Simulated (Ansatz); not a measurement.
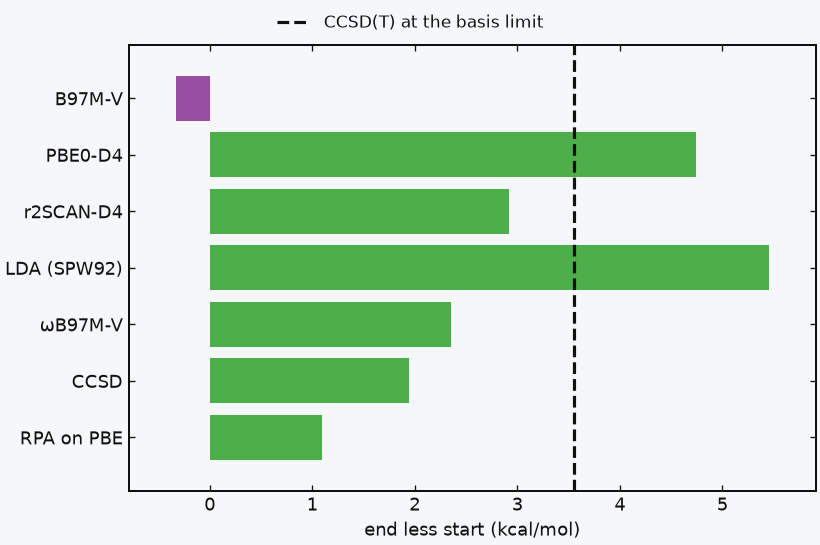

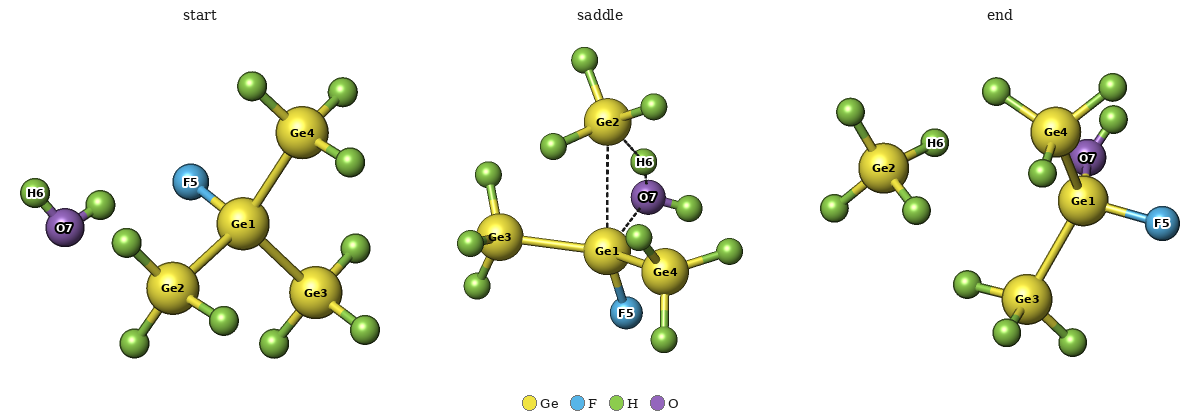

Energy change in one step of Ge₄H₁₁OF, singlet at several levels. In the step Ge1–O7 (3.59 → 1.95 → 1.78 Å) and Ge2–H6 (3.75 → 2.04 → 1.53 Å) form; Ge1–Ge2 (2.44 → 3.13 → 4.22 Å) and H6–O7 (0.96 → 1.11 → 3.26 Å) break (lengths at start, saddle and end; changes of bond order aren't listed). Electronic energies at PBE0-D4/def2-TZVP geometries, energies in def2-TZVPP, the Ansatz code; cores frozen in correlated methods, no zero-point terms. Start and end are the structures at the ends of the path (complexes, where there are several molecules). On heavy atoms the filled d shell below the valence is correlated. The line is the MP2 basis limit plus CCSD(T) less MP2 in triple zeta. RPA on PBE holds a correlation term that converges slowly with the basis, so part of the distance to the limit is basis error. The distance of CCSD to the limit includes basis error. The limit lies 1.4 kcal/mol from CCSD(T) in triple zeta, so the line itself is uncertain by a part of that.

Which level comes closest to the line (CCSD(T) at the basis limit), and which misses most?

Closest r2SCAN-D4 (2.9 kcal/mol), against 3.6 kcal/mol; farthest B97M-V (−0.3 kcal/mol).

Give the values.

| level | kcal/mol | less CCSD(T) at the basis limit |
| --- | --- | --- |
| B97M-V | −0.3 | −3.9 |
| PBE0-D4 | 4.7 | 1.2 |
| r2SCAN-D4 | 2.9 | −0.6 |
| LDA (SPW92) | 5.5 | 1.9 |
| ωB97M-V | 2.4 | −1.2 |
| CCSD | 1.9 | −1.6 |
| RPA on PBE | 1.1 | −2.5 |
| CCSD(T) at the basis limit | 3.6 | 0.0 |

Limits of at least one run: no scalar relativity up to krypton.
